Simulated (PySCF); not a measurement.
**Geometry relaxation of GaNH3Cl**

System: GaNH3Cl.
Method: PBE0-D3(BJ)/def2-TZVPD geometry optimisation, gas phase (PySCF 2.14.0).

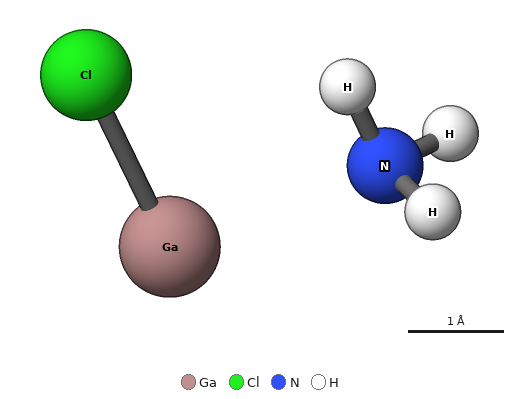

Fig. 1: The input geometry (ball-and-stick view, seen at a tilt). Sticks mark near contacts. Bond lengths as drawn: Cl–Ga 2.20 Å and H–N 1.02 to 1.03 Å.

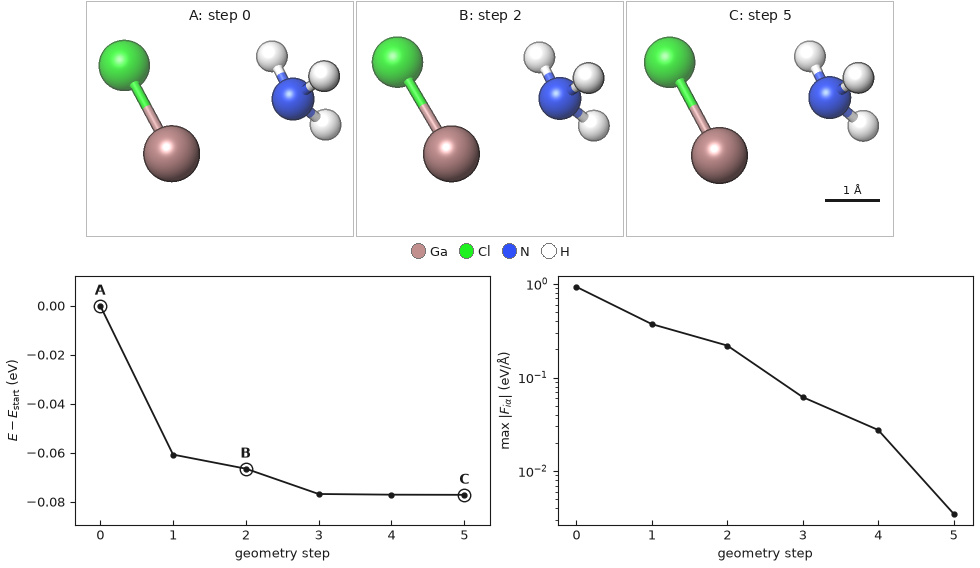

Fig. 2: Frames of the relaxation (ball-and-stick view, seen at a tilt) above the curves, on which the letters mark them (steps are counted from 0).

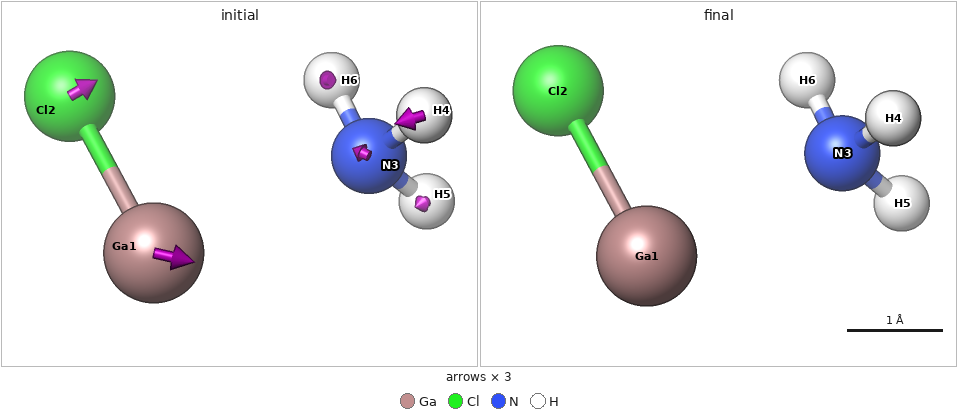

Fig. 3: Before (left) and after (right) the relaxation, at one scale (ball-and-stick view, seen at a tilt). The pink arrows give the displacements, magnified 3 times. The atom that moves furthest after the best rigid fit is Ga1 (0.15 Å). By element the largest moves are Ga 0.15 Å, Cl 0.12 Å, H 0.11 Å, N 0.07 Å. Distances before and after: Ga1–Cl2 2.204 → 2.294 Å, N3–H4 1.029 → 1.014 Å, N3–H6 1.029 → 1.016 Å. Among the angles that change: H4–N3–H6 103.8° → 108.6°, H5–N3–H6 106.7° → 108.8°. Over 5 geometry steps the energy falls by 0.077 eV. Largest force component: 0.93 eV/Å at the start, 0.0035 eV/Å at the end. (Atoms are counted from 1 in the order of the input.)

These pictures come from the run below.

**Input**
```
{"job": {"xc": "PBE0", "basis": "def2-TZVPD", "d3": "d3bj", "grid": 3, "kind": "geom", "shake": 0.01}, "charge": 0, "multiplicity": 1, "parts": [{"atoms": "0-1", "charge": 0, "multiplicity": 1}, {"atoms": "2-5", "charge": 0, "multiplicity": 1}]}
Ga    -0.813121    -0.410633     0.640429
Cl     1.060764    -0.080048    -0.472135
N      0.584426    -1.790254     2.296436
H      0.755550    -1.458044     3.255261
H      0.461487    -2.799731     2.328783
H      1.476694    -1.616560     1.813569
```

The first line tells a small driver script what to run in PySCF; the rest is the geometry in Å.

Launch command:
```bash
OMP_NUM_THREADS=1 python <driver script> task.json out
```

**Log**
```
step   0  E = -2441.26155284  max force = 0.018101
step   1  E = -2441.26378449  max force = 0.007233
step   2  E = -2441.26399576  max force = 0.004268
step   3  E = -2441.26437513  max force = 0.001199
step   4  E = -2441.26438532  max force = 0.000535
step   5  E = -2441.26438768  max force = 0.000069
optimisation converged
```

**Trajectory as extended XYZ (Å, eV, eV/Å), 6 frames, from step=0 to step=5**
```
6
Properties=species:S:1:pos:R:3:forces:R:3 step=0 energy=-66430.11049
Ga   -0.8131   -0.4106    0.6404   -0.7347  -0.1486   0.4690
Cl    1.0608   -0.0800   -0.4721    0.6965   0.0630  -0.3150
N     0.5844   -1.7902    2.2964    0.9308   0.3755   0.1719
H     0.7556   -1.4580    3.2553   -0.3696  -0.2704  -0.4508
H     0.4615   -2.7997    2.3288   -0.0544   0.1442   0.0684
H     1.4767   -1.6166    1.8136   -0.4687  -0.1637   0.0566
6
Properties=species:S:1:pos:R:3:forces:R:3 step=1 energy=-66430.17122
Ga   -0.9003   -0.4529    0.7446    0.3719  -0.0733  -0.0214
Cl    1.0856   -0.1230   -0.3963   -0.1831   0.0521  -0.0147
N     0.6521   -1.7457    2.1980   -0.2081  -0.1219   0.0725
H     0.7557   -1.3680    3.1319    0.0140   0.0181   0.0643
H     0.4598   -2.7378    2.2912   -0.0263   0.0299   0.0116
H     1.5355   -1.6424    1.7129    0.0316   0.0952  -0.1123
6
Properties=species:S:1:pos:R:3:forces:R:3 step=2 energy=-66430.17697
Ga   -0.8142   -0.5033    0.7873   -0.1647   0.0966  -0.1016
Cl    1.0773   -0.0813   -0.4539   -0.0102  -0.0745   0.1153
N     0.6059   -1.7462    2.2149    0.2195  -0.0274  -0.0388
H     0.7361   -1.3723    3.1482   -0.0232   0.0278   0.0152
H     0.4340   -2.7416    2.3036   -0.0466  -0.0043  -0.0183
H     1.4715   -1.6163    1.6971    0.0252  -0.0182   0.0283
6
Properties=species:S:1:pos:R:3:forces:R:3 step=3 energy=-66430.18729
Ga   -0.8534   -0.4799    0.7622    0.0617  -0.0001  -0.0247
Cl    1.0797   -0.1001   -0.4262   -0.0514  -0.0121   0.0361
N     0.6306   -1.7482    2.2118    0.0149   0.0013  -0.0081
H     0.7471   -1.3713    3.1462    0.0006  -0.0109  -0.0147
H     0.4417   -2.7410    2.2982   -0.0002   0.0221  -0.0011
H     1.5016   -1.6252    1.7025   -0.0256  -0.0003   0.0125
6
Properties=species:S:1:pos:R:3:forces:R:3 step=4 energy=-66430.18757
Ga   -0.8508   -0.4829    0.7634    0.0275   0.0023  -0.0149
Cl    1.0792   -0.1017   -0.4228   -0.0249  -0.0049   0.0164
N     0.6298   -1.7453    2.2094    0.0015  -0.0031   0.0038
H     0.7472   -1.3706    3.1442   -0.0004   0.0012   0.0012
H     0.4394   -2.7375    2.2950   -0.0040   0.0023  -0.0031
H     1.5006   -1.6233    1.7008    0.0004   0.0022  -0.0034
6
Properties=species:S:1:pos:R:3:forces:R:3 step=5 energy=-66430.18763
Ga   -0.8490   -0.4844    0.7630    0.0022   0.0017  -0.0035
Cl    1.0786   -0.1021   -0.4209   -0.0031   0.0000   0.0018
N     0.6298   -1.7441    2.2092    0.0002  -0.0001   0.0022
H     0.7474   -1.3704    3.1444    0.0002  -0.0009  -0.0011
H     0.4372   -2.7359    2.2930    0.0001   0.0006  -0.0008
H     1.5002   -1.6221    1.6999    0.0005  -0.0014   0.0015
```

**Results in brief**

| quantity | value |
| --- | --- |
| outcome | converged |
| total energy | −2441.264388 hartree |
| dipole moment | 4.82 D |
| point group | Cs |
| hardware | 1 CPU thread, shared host |
| wall time | 65 s |
| peak memory | 0.75 GiB |
